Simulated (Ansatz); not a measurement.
Process, species as SMILES: [Cl][Ga] (Cl-Ga) (closed-shell singlet) → Cl atom + Ga atom
B3LYP-D3(BJ)/def2-TZVP geometries, fixed; electronic energies without zero-point terms.

Basis-set convergence of the atomisation energy at PBE0 with Ansatz (a program for electronic structure). Cartesian d functions, on some or all atoms, in 3-21G, 6-31G; all else is spherical. The program fits the integrals of some runs and decomposes those of others, by size. Open shells are unrestricted. No added dispersion term, no relativity. Functions are those of the species that has most. Reference: the value in aug-cc-pV(5+d)Z, 111.23 kcal/mol, itself unsure by roughly 0.09 kcal/mol (its mean distance from pcseg-4, aug-pcseg-3, aug-cc-pV(Q+d)Z). Deviations are taken from unrounded values.

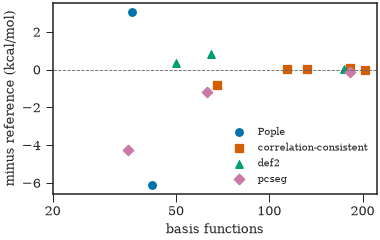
Deviation from the reference against the number of basis functions, by family of sets.

```
basis            functions  atomisation energy (kcal/mol)  minus reference (kcal/mol)
---------------  ---------  -----------------------------  --------------------------
pcseg-0                 35                         106.98                       -4.24
3-21G                   36                         114.30                        3.08
6-31G                   42                         105.11                       -6.12
def2-SVP                50                         111.57                        0.34
aug-pcseg-1             63                         110.06                       -1.16
def2-SVPD               65                         112.06                        0.84
aug-cc-pV(D+d)Z         68                         110.39                       -0.83
aug-cc-pV(T+d)Z        114                         111.27                        0.04
cc-pV(Q+d)Z            132                         111.25                        0.02
def2-QZVPPD            174                         111.27                        0.05
aug-cc-pV(Q+d)Z        182                         111.30                        0.07
aug-pcseg-3            182                         111.13                       -0.10
cc-pV(5+d)Z            204                         111.21                       -0.02
```
